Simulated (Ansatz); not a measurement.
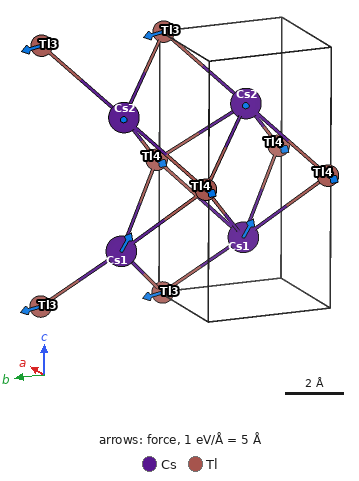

Starting geometry of crystalline CsTl (a generated structure, set up in P1) (coarse preliminary run) with the computed forces as blue arrows. A ball-and-stick model of the cell of the calculation, repeated 1 × 2 × 1 with one cell outlined, seen from a free direction.

Theory: Ansatz 0.2.0, DFT PBE, scalar-relativistic, plane waves, PAW.

Input
```yaml
crystal:
  lattice:
    - [-0.0238000143, 4.7368168346, -0.0422377484]
    - [-0.0395584912, -0.0422377484, 4.5965629427]
    - [9.3773758918, -0.0476000285, -0.0791169824]
  atoms:
    - { symbol: Cs, position: [0.5161546591, 0.5056378278, 0.2390826432] }
    - { symbol: Cs, position: [0.5038168272, 0.4935645257, 0.7526068824] }
    - { symbol: Tl, position: [-0.0148612785, -0.0242300708, -0.0010719494] }
    - { symbol: Tl, position: [-0.0051102078, 0.0250277173, 0.5093824238] }
basis:
  ecutwfc: 420
kpoints:
  mp_grid: { grid: [6, 6, 4] }
hamiltonian:
  xc: pbe
scf:
  occupations: { method: gaussian, width: 0.2 }
  lower_state_search: "off"
output:
  forces: true
  stress: true
  eigenvalues: true
relax:
  adjacent_minimum: "off"
  f_tol: 0.025
  max_steps: 60
  cell: { stress_tol: 0.25 }
```

Launched with:
```bash
ansatz run input.yaml --threads 1 --pin off --max-ram 2048MiB --backend cpu --events-out ev --progress --plain --runs-dir out
```

Q: What follows when this structure is relaxed?

A: It isn't relaxed: the largest force vector, on Cs1, is 0.19 eV/Å. The atoms end up moving mostly along the starting forces (cosine between the two patterns 0.95). Tl4 moves most relative to the cell: 0.13 Å roughly along [1 −3 −1]. By element the largest moves are Tl 0.13 Å, Cs 0.12 Å. The drawn cell changes as follows: a 4.737 → 4.674 Å (−1.3 %), b 4.597 → 4.631 Å (+0.7 %), c 9.378 → 9.392 Å (+0.1 %), α 91.0° → 90.2°, β 90.6° → 90.1°, γ 91.0° → 90.2°; the volume changes by −0.4 %. Some distances before and after: Cs1–Tl4 4.284 → 4.067 Å, Cs1–Tl3 3.843 → 4.043 Å, Cs2–Tl3 3.871 → 4.014 Å, Cs1–Tl4 (another image) 4.186 → 4.061 Å. The space group stays P1 (No. 1). Over 2 accepted moves (3 points after the start) the energy falls by 9.0 meV per atom. The largest force component goes from 0.15 to 0.0071 eV/Å. Pressure: 0.01 GPa at the start and −0.03 GPa at the end. The SCF was repeated once at an unchanged geometry on a basis and grid sized afresh for the cell, which shifted the energy by less than 0.05 meV per atom at most. Cost: 2.8 min on 1 thread of Intel(R) Xeon(R) Platinum 8259CL CPU @ 2.50GHz (Skylake/Cascade Lake), on a shared host, peak memory 0.69 GiB.
